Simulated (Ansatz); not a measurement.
# SiF3 (trifluorosilyl): UHF/STO-3G

Aim: the electronic atomisation energy of SiF3 (trifluorosilyl) at UHF/STO-3G, from 3 runs. 

The results are computed with Ansatz 0.2.0.

20 further runs of the same task are left out: 20 set aside as unsound or not needed.

## 1. The system as given

The species is SiF3 (4 atoms), meant as a doublet with charge 0. SMILES: `F[Si](F)F`. The coordinates come from a PBE0-D4/def2-TZVP relaxation.

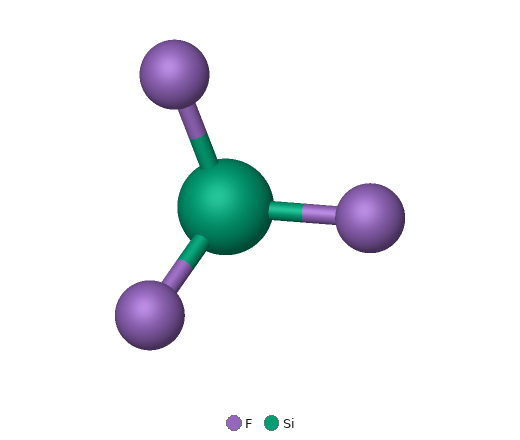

The structure, seen from a chosen angle (fluorine purple, silicon teal).

## 2. A single-point energy at UHF/STO-3G

The input, input.yaml:

```yaml
crystal:
  periodic: [false, false, false]
  atoms:
    - symbol: F
      position_ang: [0.784850, -0.507040, 1.151700]
    - symbol: Si
      position_ang: [-0.282750, 0.213060, 0.234280]
    - symbol: F
      position_ang: [-0.994260, -0.892250, -0.644340]
    - symbol: F
      position_ang: [0.492160, 1.186230, -0.741640]
basis:
  gaussian:
    orbitals: STO-3G
magnetization:
  spin_polarized: true
  initial_magnetization: 1
hamiltonian:
  xc: hf
accuracy: high
output:
  orbitals: {seedname: orbitals}
```

On the command line:

```sh
$ ansatz run input.yaml --threads 1 --pin off --max-ram 3480MiB --events-out events.jsonl --progress --plain --runs-dir runs
```

Log:

```text
Warning: RAYON_NUM_THREADS=1 ignored (pool sized by the plan → 1); use --threads N
Functional definition: HF
  name "HF"
  exchange = exact_x
  correlation = 0
460 factors; integrals over basis functions are off by at most 2.7e-8 eV
mean field evaluation 1: about -15771.9986 eV, gradient 1.8e1 eV
mean field evaluation 2: about -15772.0812 eV, gradient 1.8e1 eV
mean field evaluation 4: about -15775.1050 eV, gradient 1.2e0 eV
mean field evaluation 8: about -15775.1343 eV, gradient 1.1e-7 eV
mean field -15775.13431364 eV, -579.7254932562 hartree, gradient 2.1e-8 eV, S^2 0.757352; 0 other end points of the search recorded, 0 dependent functions left out
reference -15775.13431364 eV, -579.7254932562 hartree; 21, 20 occupied and 3, 4 virtual orbitals, 460 factors
Total energy: -15775.13431364 eV, -579.7254932562 hartree
```

Wall time 0.22 s (1 thread of Arm Neoverse V1, shared host).

## 3. The F atom, same level

The input, in.yaml:

```yaml
crystal:
  periodic: [false, false, false]
  atoms:
    - {symbol: F, position_ang: [0.000000, 0.000000, 0.000000]}
basis:
  gaussian: {orbitals: STO-3G}
total_charge: 0
magnetization: {spin_polarized: true, initial_magnetization: 1}
hamiltonian: {xc: hf}
accuracy: high
```

On the command line:

```sh
$ ansatz run in.yaml --threads 1 --pin off --max-ram 3480MiB --events-out events.jsonl --progress --plain --runs-dir runs
```

Log:

```text
Warning: RAYON_NUM_THREADS=1 ignored (pool sized by the plan → 1); use --threads N
Functional definition: HF
  name "HF"
  exchange = exact_x
  correlation = 0
15 factors; integrals over basis functions are off by at most 1.2e-9 eV
mean field evaluation 1: about -2666.3486 eV, gradient 1.5e-14 eV
mean field evaluation 2: about -2666.3486 eV, gradient 0.0e0 eV
mean field -2666.34863534 eV, -97.9865050328 hartree, gradient 0.0e0 eV, S^2 0.750000; 2 other end points of the search recorded, 0 dependent functions left out
reference -2666.34863534 eV, -97.9865050328 hartree; 5, 4 occupied and 0, 1 virtual orbitals, 15 factors
Total energy: -2666.34863534 eV, -97.9865050328 hartree
```

It took 0.04 s on 1 thread of Arm Neoverse V1, shared host.

## 4. The Si atom, same level

The input, in.yaml:

```yaml
crystal:
  periodic: [false, false, false]
  atoms:
    - {symbol: Si, position_ang: [0.000000, 0.000000, 0.000000]}
basis:
  gaussian:
    orbitals: STO-3G
magnetization:
  spin_polarized: true
  initial_magnetization: 2
hamiltonian:
  xc: hf
accuracy: high
```

Run the same way, it converges to -285.46622 Eh (log not shown).

## 5. Outcome

Level: UHF/STO-3G.

| quantity | value |
| --- | --- |
| molecule: total energy | -579.72549 Eh |
| molecule: HOMO energy (highest over α and β) | -6.84 eV |
| molecule: LUMO energy (lowest over α and β) | 5.47 eV |
| molecule: ⟨S²⟩ | 0.757 |
| F atom: total energy | -97.98651 Eh |
| F atom: ⟨S²⟩ | 0.750 |
| Si atom: total energy | -285.46622 Eh |
| Si atom: ⟨S²⟩ | 2.000 |
| electronic atomisation energy | 8.157 eV |

Taking the molecule apart into free atoms costs 8.16 eV (787 kJ/mol), before zero-point energy and without spin-orbit coupling. Hartree–Fock lacks the correlation of the bonding pairs, which as a rule makes this value much too low; in minimal bases other errors can mask that. In a minimal basis such a difference can be off by several eV, whatever the method.
